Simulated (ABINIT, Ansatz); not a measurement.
# CsGeCl3 (R3m): G0W0 with ABINIT, start to end

Aim: the G0W0 gap of CsGeCl3 (R3m) on LDA, step by step.

Calculated with ABINIT 10.8.3; LDA and many-body steps on it, plane waves.

### Step 1. Starting point

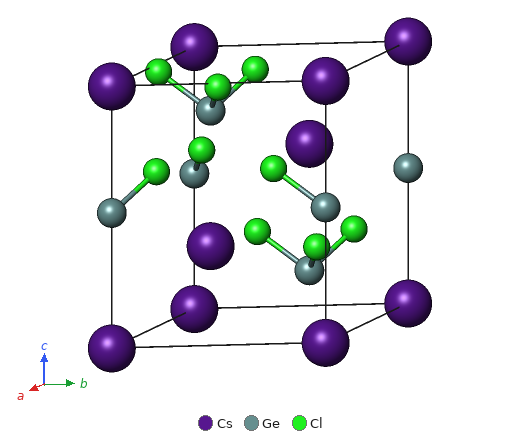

The cell as given, slightly off an axis (caesium purple, germanium teal, chlorine green). This picture shows the conventional cell, with its axes. Bonds to atoms that aren't drawn are left out. Some periodic images of atoms are drawn too.

The cell and positions are those that the Materials Project relaxed with its own functionals (PBE, PBE+U or r2SCAN), kept fixed. Spin-orbit coupling is left out unless a step names it.

### Step 2. Ground state

This step: ABINIT 10.8.3; DFT, LDA, plane waves, norm-conserving pseudopotentials.

The ground-state density comes first.

run.abi reads:

```
acell 3*1.0 Angstrom
rprim 
  3.846816390705 2.220960478697 3.178300533600
  -3.846816390705 2.220960478697 3.178300533600
  0.000000000000 -4.441920957394 3.178300533600
ntypat 3
znucl 55 32 17
natom 5
typat 1 2 3 3 3
xred 
  0.998403350000 0.998403350000 0.998403350000
  0.515533150000 0.515533150000 0.515533150000
  0.496712670000 0.496712670000 0.948638170000
  0.496712670000 0.948638170000 0.496712670000
  0.948638170000 0.496712670000 0.496712670000
pp_dirpath "pseudos"
pseudos "Cs.upf, Ge.upf, Cl.upf"
ecut 56
ngkpt 4 4 4
nshiftk 1
shiftk 0 0 0
kptopt 1
chksymbreak 0
nband 32
occopt 1
tolvrs 1e-08
nstep 60
prtwf 0
optforces 0
optstress 0
indata_prefix "in"
outdata_prefix "out"
tmpdata_prefix "tmp"
```

On the command line:

```bash
$ OMP_NUM_THREADS=1 mpirun -n 13 abinit run.abi > log
```

Numbers of over 12 decimals in the logs are rounded to 6 here.

What it wrote:

```text
.Version 10.8.3 of ABINIT. v10.8.2 released Aug 2026.

 Symmetries : space group R3 m (#160); Bravais hR (rhombohedral)
================================================================================
 Values of the parameters that define the memory need of the present run
     intxc =       0    ionmov =       0      iscf =       7    lmnmax =       8
     lnmax =       8     mgfft =      72  mpssoang =       4    mqgrid =    3477
     natom =       5  nloc_mem =       1    nspden =       1   nspinor =       1
    nsppol =       1      nsym =       6    n1xccc =    2501    ntypat =       3
    occopt =       1   xclevel =       1
-    mband =          32        mffmem =           1         mkmem =           1
       mpw =       22022          nfft =      373248          nkpt =          13
================================================================================
  Rough estimation (10% accuracy) of disk space for files :
================================================================================

--------------------------------------------------------------------------------
------------- Echo of variables that govern the present computation ------------
--------------------------------------------------------------------------------
 -outvars: echo values of preprocessed input variables --------
            acell      1.8897261259E+00  1.8897261259E+00  1.8897261259E+00 Bohr

      chksymbreak           0
             ecut      5.60000000E+01 Hartree
-          fftalg         312

              ixc       -1012
              kpt      0.00000000E+00  0.00000000E+00  0.00000000E+00
                       2.50000000E-01  0.00000000E+00  0.00000000E+00
                       5.00000000E-01  0.00000000E+00  0.00000000E+00
                       2.50000000E-01  2.50000000E-01  0.00000000E+00
                       5.00000000E-01  2.50000000E-01  0.00000000E+00
                      -2.50000000E-01  2.50000000E-01  0.00000000E+00
                       5.00000000E-01  5.00000000E-01  0.00000000E+00
                       2.50000000E-01  2.50000000E-01  2.50000000E-01
                       5.00000000E-01  2.50000000E-01  2.50000000E-01
                      -2.50000000E-01  2.50000000E-01  2.50000000E-01
                       5.00000000E-01  5.00000000E-01  2.50000000E-01
[...]
kptrlatt        4    0    0      0    4    0      0    0    4
          kptrlen      4.12859144E+01
P           mkmem           1
            natom           5
            nband          32
            ngfft          72      72      72
             nkpt          13
            nstep          60
             nsym           6
           ntypat           3
              occ      2.000000  2.000000  2.000000  2.000000  2.000000  2.000000
                       2.000000  2.000000  2.000000  2.000000  2.000000  2.000000
                       2.000000  2.000000  2.000000  2.000000  2.000000  2.000000
                       2.000000  2.000000  2.000000  2.000000  2.000000  2.000000
                       2.000000  2.000000  0.000000  0.000000  0.000000  0.000000
                       0.000000  0.000000
        optforces           0
        optstress           0
            prtwf           0
            rprim      3.8468163907E+00  2.2209604787E+00  3.1783005336E+00
[...]
spgroup         160

           tolvrs      1.00000000E-08

             xred      9.9840335000E-01  9.9840335000E-01  9.9840335000E-01
[...]
znucl       55.00000   32.00000   17.00000

================================================================================

 chkinp: Checking input parameters for consistency.

================================================================================
== DATASET  1 ==================================================================
-   mpi_nproc: 13, omp_nthreads: 1 (-1 if OMP is not activated)

--- !DatasetInfo
iteration_state: {dtset: 1, }
dimensions: {natom: 5, nkpt: 13, mband: 32, nsppol: 1, nspinor: 1, nspden: 1, mpw: 22022, }
cutoff_energies: {ecut:  56.0, pawecutdg:  -1.0, }
electrons: {nelect:   5.20000000E+01, charge:   0.00000000E+00, occopt:   1.00000000E+00, tsmear:   1.00000000E-02, }

 Real(R)+Recip(G) space primitive vectors, cartesian coordinates (Bohr,Bohr^-1):
 R(1)=  7.2694294  4.1970070  6.0061176  G(1)=  0.0687812  0.0397108  0.0554990
 R(2)= -7.2694294  4.1970070  6.0061176  G(2)= -0.0687812  0.0397108  0.0554990
 R(3)=  0.0000000 -8.3940141  6.0061176  G(3)=  0.0000000 -0.0794217  0.0554990
 Unit cell volume ucvol=  1.0994743E+03 bohr^3
 Angles (23,13,12)=  8.95462282E+01  8.95462282E+01  8.95462282E+01 degrees

 getcut: wavevector=  0.0000  0.0000  0.0000  ngfft=  72  72  72
         ecut(hartree)=     56.000   => boxcut(ratio)=   2.07090

--- Pseudopotential description ------------------------------------------------
- Cs Generated using ONCVPSP code by D. R. Hamann
- 55.00000   9.00000  201201                  znucl, zion, pspdat
12 -1012 3 -1 2328                            pspcod,pspxc,lmax,lloc,mmax
     nproj     2     2     2     2
  pspatm : epsatm=   21.68725381
         --- l  ekb(1:nproj) -->
[...]
pspatm: atomic psp has been read  and splines computed

- Ge Generated using ONCVPSP code by D. R. Hamann
- 32.00000  22.00000  201201                  znucl, zion, pspdat
12 -1012 2 -1 1524                            pspcod,pspxc,lmax,lloc,mmax
     nproj     2     2     2     0
  pspatm : epsatm=   22.63792625
         --- l  ekb(1:nproj) -->
[...]
pspatm: atomic psp has been read  and splines computed

- Cl Generated using ONCVPSP code by D. R. Hamann
- 17.00000   7.00000  180309                  znucl, zion, pspdat
12 -1012 2 -1 1016                            pspcod,pspxc,lmax,lloc,mmax
     nproj     2     2     2     0
  pspatm : epsatm=    8.88507506
         --- l  ekb(1:nproj) -->
[...]
pspatm: atomic psp has been read  and splines computed

   3.69098107E+03                                ecore*ucvol(ha*bohr**3)
--------------------------------------------------------------------------------

_setup2: Arith. and geom. avg. npw (full set) are   22005.797   22005.792

================================================================================

--- !BeginCycle
iteration_state: {dtset: 1, }
solver: {iscf: 7, nstep: 60, nline: 4, wfoptalg: 0, }
tolerances: {tolvrs: 1.00E-08, }

     iter   Etot(hartree)      deltaE(h)  residm     vres2
 ETOT  1  -346.58757703577    -3.466E+02 7.487E-01 1.296E+04
 ETOT  2  -350.05068106251    -3.463E+00 7.253E-02 2.125E+04
 ETOT  3  -352.09636133415    -2.046E+00 2.292E-02 2.404E+03
 ETOT  4  -352.19794956111    -1.016E-01 1.144E-02 1.559E+03
 ETOT  5  -352.28680674604    -8.886E-02 1.210E-03 5.763E+02
 ETOT  6  -352.31205484195    -2.525E-02 2.829E-03 2.739E+02
 ETOT  7  -352.33135855307    -1.930E-02 2.152E-03 2.933E+01
 ETOT  8  -352.33343579133    -2.077E-03 1.104E-03 1.773E+00
 ETOT  9  -352.33356807167    -1.323E-04 2.420E-04 4.910E-02
 ETOT 10  -352.33357261829    -4.547E-06 1.342E-04 1.193E-04
 ETOT 11  -352.33357264590    -2.762E-08 4.881E-05 1.355E-05
 ETOT 12  -352.33357264746    -1.555E-09 7.703E-05 1.283E-06
 ETOT 13  -352.33357264756    -1.086E-10 2.707E-05 3.106E-07
 ETOT 14  -352.33357264754     2.842E-11 4.123E-05 3.429E-08
 ETOT 15  -352.33357264755    -1.450E-11 1.462E-05 1.171E-09

 At SCF step   15       vres2   =  1.17E-09 < tolvrs=  1.00E-08 =>converged.

--- !ResultsGS
iteration_state: {dtset: 1, }
comment   : Summary of ground state results
lattice_vectors:
- [  7.2694294,   4.1970070,   6.0061176, ]
- [ -7.2694294,   4.1970070,   6.0061176, ]
- [  0.0000000,  -8.3940141,   6.0061176, ]
lattice_lengths: [  10.32148,   10.32148,   10.32148, ]
lattice_angles: [ 89.546,  89.546,  89.546, ] # degrees, (23, 13, 12)
lattice_volume:   1.0994743E+03
convergence: {deltae: -1.450E-11, res2:  1.171E-09, residm:  1.462E-05, diffor:  0.000E+00, }
etotal    :  -3.52333573E+02
entropy   :   0.00000000E+00
fermie    :   7.19807518E-02
cartesian_stress_tensor: null
pressure_GPa: null
xred      :
- [  9.9840E-01,   9.9840E-01,   9.9840E-01, Cs]
- [  5.1553E-01,   5.1553E-01,   5.1553E-01, Ge]
- [  4.9671E-01,   4.9671E-01,   9.4864E-01, Cl]
- [  4.9671E-01,   9.4864E-01,   4.9671E-01, Cl]
- [  9.4864E-01,   4.9671E-01,   4.9671E-01, Cl]
cartesian_forces: null
force_length_stats: {min: null, max: null, mean: null, }

 Integrated electronic density in atomic spheres:
 ------------------------------------------------
 Atom  Sphere_radius  Integrated_density
[...]
================================================================================

 ----iterations are completed or convergence reached----

 Mean square residual over all n,k,spin=   81.697E-09; max=  14.623E-06
 reduced coordinates (array xred) for    5 atoms
       0.998403350000      0.998403350000      0.998403350000
       0.515533150000      0.515533150000      0.515533150000
       0.496712670000      0.496712670000      0.948638170000
       0.496712670000      0.948638170000      0.496712670000
       0.948638170000      0.496712670000      0.496712670000
 rms dE/dt=  0.0000E+00; max dE/dt=  0.0000E+00; dE/dt below (all hartree)
    1       0.000000000000      0.000000000000      0.000000000000
    2       0.000000000000      0.000000000000      0.000000000000
    3       0.000000000000      0.000000000000      0.000000000000
    4       0.000000000000      0.000000000000      0.000000000000
    5       0.000000000000      0.000000000000      0.000000000000

 cartesian coordinates (angstrom) at end:
    1      0.000000     0.000000     9.519678
    2     -0.000000     0.000000     4.915558
    3     -0.000000    -2.007417     6.172461
    4     -1.738474     1.003709     6.172461
    5      1.738474     1.003709     6.172461
 length scales=  1.889726125908  1.889726125908  1.889726125908 bohr
              =  1.000000000000  1.000000000000  1.000000000000 angstroms
 prteigrs : about to open file out_EIG
 Fermi (or HOMO) energy (hartree) =   0.07198   Average Vxc (hartree)=  -0.31317
 Eigenvalues (hartree) for nkpt=  13  k points:
 kpt#   1, nband= 32, wtk=  0.01563, kpt=  0.0000  0.0000  0.0000 (reduced coord)
  -5.91010   -3.98668   -3.98668   -3.98531   -0.83432   -0.83432   -0.83292   -0.83292
  -0.83209   -0.70671   -0.49768   -0.46637   -0.46637   -0.22011   -0.21994   -0.21994
  -0.19166   -0.11039   -0.11039   -0.07877   -0.02980   -0.02980   -0.02316   -0.01935
  -0.01935   -0.01249    0.19037    0.22266    0.22266    0.24897    0.25604    0.25604
 prteigrs : prtvol=0 or 1, do not print more k-points.

--- !EnergyTerms
iteration_state     : {dtset: 1, }
comment             : Components of total free energy in Hartree
kinetic             :  1.55265087897586E+02
hartree             :  1.71757401403161E+02
xc                  : -4.72943812328144E+01
Ewald energy        : -1.32965180889418E+02
psp_core            :  3.35704154996994E+00
local_psp           : -4.40977514499582E+02
non_local_psp       : -6.14760268764530E+01
total_energy        : -3.52333572647551E+02
total_energy_eV     : -9.58748493273892E+03
band_energy         : -5.08413983604788E+01

== END DATASET(S) ==============================================================
================================================================================

 -outvars: echo values of variables after computation  --------
           etotal     -3.5233357265E+02
            nband          32
             nkpt          13
          spgroup         160
 [... the other variables as echoed above ...]

 Calculation completed.
```

Run time: 55 s. Hardware: 13 MPI ranks of Arm Neoverse V1, shared host; peak memory 2 GiB.

Numbers from this step:

```yaml
total_energy: -9587.4849 eV
gap: 1.977 eV
k_of_the_valence_top: 0.5, 0.5, 0.5
k_of_the_conduction_bottom: 0.5, 0.5, 0.5
least_direct_gap: 1.977 eV
```

The gap is direct, at (0.500, 0.500, 0.500).

[end of part 1 of 3]

[Paths, hosts, dates, memory and timing lines, banners, echoed tables and standing remarks are left out of the program output.]

[Logs are printed without paths, hosts, clocks, repeated set-up lines and the standing remarks that a program may print on its own settings, such as how far it seeks lower states.]

[Runs of the session that timed out or met a known fault of the program may be left out.]

[Hosts, paths, dates, database ids (printed as entryN), source tags and the programs' standing remarks are cut or masked in the printed files.]

[G0W0 gaps are taken among the corrected bands and points alone; a level outside them can change the order at an edge.]

[Where Ansatz stands beside ABINIT at settings called matched, ABINIT's density can come from a denser mesh and the files from another edition; pairs whose starting gaps differed by over 0.03 eV were left out, so agreement reads better than it is.]
